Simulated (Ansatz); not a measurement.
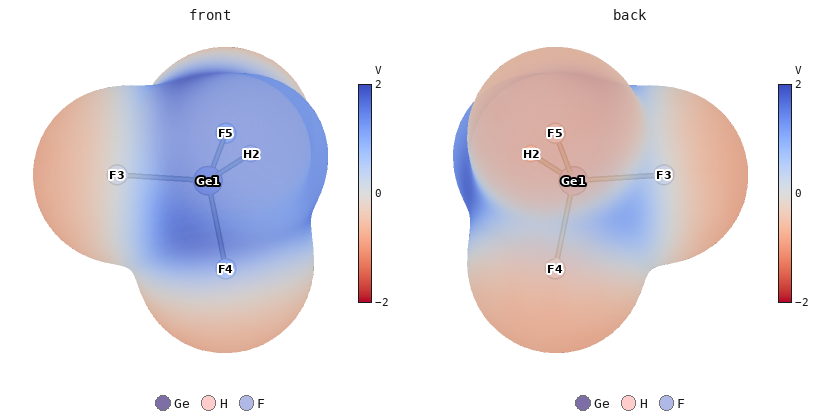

F$_{3}$GeH. The molecular electrostatic potential painted on the density surface at 0.001 e/bohr³, seen from the front and from behind; red is negative and blue positive.

Computed with RKS PBE/def2-SVP (Ansatz 0.2.0).

```yaml
atoms:
  - { symbol: Ge, position_ang: [0.2355, 0.0000, 0.2565] }
  - { symbol: H, position_ang: [0.1795, 0.0000, 1.7880] }
  - { symbol: F, position_ang: [1.8630, 0.0000, -0.3412] }
  - { symbol: F, position_ang: [-0.5422, 1.3896, -0.4293] }
  - { symbol: F, position_ang: [-0.5422, -1.3896, -0.4293] }
```

Where is the surface potential most negative and most positive?

Answer. The most negative region (about −0.7 V) lies over F3, F4 and F5, the most positive (about +1.7 V) over Ge1.
